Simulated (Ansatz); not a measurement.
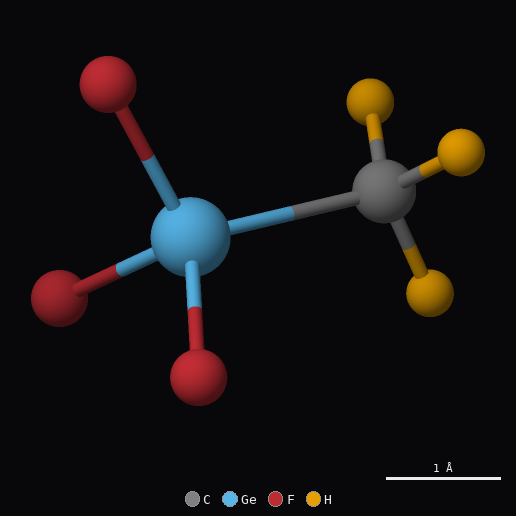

Starting geometry of the run.

Ansatz 0.2.0 input:

```yaml
crystal:
  periodic: [false, false, false]
  atoms:
    - {symbol: C, position_ang: [-0.880138, -0.212181, 0.556726]}
    - {symbol: Ge, position_ang: [0.705247, 0.152299, -0.445604]}
    - {symbol: F, position_ang: [2.102889, -0.598506, 0.202041]}
    - {symbol: F, position_ang: [0.614734, -0.378913, -2.072310]}
    - {symbol: F, position_ang: [1.082471, 1.821715, -0.531317]}
    - {symbol: H, position_ang: [-1.061361, -1.286407, 0.563375]}
    - {symbol: H, position_ang: [-0.748909, 0.144819, 1.577608]}
    - {symbol: H, position_ang: [-1.722836, 0.299974, 0.093681]}
basis:
  gaussian: {orbitals: aug-cc-pVDZ}
hamiltonian: {xc: {name: SVWN5}}
output: {forces: true}
```

It was started with:

```sh
ansatz run in.yaml --threads 4 --pin off --events-out ev --progress --plain --max-ram 10444MiB
```

What the program printed:

```
Functional definition: SVWN5
  name "SVWN5"
  cite "Dirac, Proc. Camb. Phil. Soc. 26, 376 (1930) doi:10.1017/S0305004100016108"
  cite "Slater, Phys. Rev. 81, 385 (1951) doi:10.1103/PhysRev.81.385"
  cite "Vosko, Wilk & Nusair, Can. J. Phys. 58, 1200 (1980) doi:10.1139/p80-159"
  exchange = slater_x
  correlation = vwn5_c
1423 factors; their error is unknown
mean field evaluation 1: about -65598.2904 eV, gradient 8.0e1 eV
mean field evaluation 2: about -65576.8767 eV, gradient 1.3e2 eV
mean field evaluation 4: about -65610.8237 eV, gradient 1.1e1 eV
mean field evaluation 8: about -65611.0666 eV, gradient 4.5e-2 eV
mean field evaluation 16: about -65611.0189 eV, gradient 7.2e-5 eV
mean field -65611.01890737 eV, -2411.1604720999 hartree, gradient 7.2e-5 eV, S^2 0.000000; 0 other end points of the search recorded, 0 dependent functions left out
the calculation of the forces begins
reference -65611.01896134 eV, -2411.1604740832 hartree; 34, 34 occupied and 121, 121 virtual orbitals, 1423 factors
Total energy: -65611.01896134 eV, -2411.1604740832 hartree
Atom 0 at    -0.880138    -0.212181     0.556726 Å, force     0.525726     0.120979    -0.332232 eV/Å
Atom 1 at     0.705247     0.152299    -0.445604 Å, force    -0.803026    -0.184639     0.507729 eV/Å
Atom 2 at     2.102889    -0.598506     0.202041 Å, force     0.476134    -0.239641     0.197763 eV/Å
Atom 3 at     0.614734    -0.378913    -2.072310 Å, force    -0.008842    -0.168113    -0.543096 eV/Å
Atom 4 at     1.082471     1.821715    -0.531317 Å, force     0.144002     0.548329    -0.041049 eV/Å
Atom 5 at    -1.061361    -1.286407     0.563375 Å, force    -0.050316    -0.551483    -0.024483 eV/Å
Atom 6 at    -0.748909     0.144819     1.577608 Å, force     0.112746     0.196845     0.505543 eV/Å
Atom 7 at    -1.722836     0.299974     0.093681 Å, force    -0.396424     0.277724    -0.270175 eV/Å
Dipole moment:    -0.643764    -0.148039     0.406972 e Å
```

The calculation finished and met its thresholds.
